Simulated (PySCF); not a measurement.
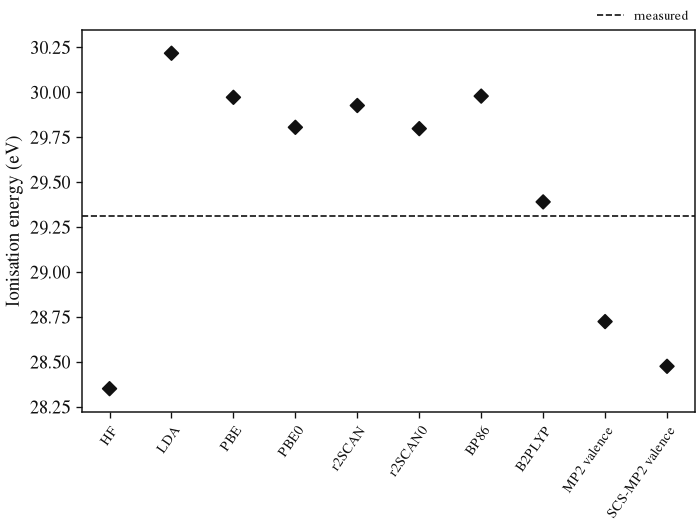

The ionisation energy of V²⁺ ([Ar] 3d³ → [Ar] 3d²) across levels of theory. PySCF, aug-cc-pVTZ plus 1 diffuse shell for each l, non-relativistic, unrestricted single determinants, no spin-orbit coupling. Methods marked “valence” freeze 18 core electrons.

**Summarise the spread and list the values.**

The values run from 28.35 eV (HF) to 30.22 eV (LDA). The measured value is 29.31 eV; nearest to it come B2PLYP (+0.08) and r2SCAN0 (+0.48), furthest HF (−0.96 eV). These values lack spin-orbit coupling; with the first-order correction of −0.0089 eV added, B2PLYP comes nearest (+0.07).

```json
{"Method": "HF", "Ionisation energy (eV)": "28.35"}
{"Method": "LDA", "Ionisation energy (eV)": "30.22"}
{"Method": "PBE", "Ionisation energy (eV)": "29.97"}
{"Method": "PBE0", "Ionisation energy (eV)": "29.80"}
{"Method": "r2SCAN", "Ionisation energy (eV)": "29.92"}
{"Method": "r2SCAN0", "Ionisation energy (eV)": "29.80"}
{"Method": "BP86", "Ionisation energy (eV)": "29.98"}
{"Method": "B2PLYP", "Ionisation energy (eV)": "29.39"}
{"Method": "MP2 valence", "Ionisation energy (eV)": "28.72"}
{"Method": "SCS-MP2 valence", "Ionisation energy (eV)": "28.47"}
```

Caveat: relativistic shift absent.
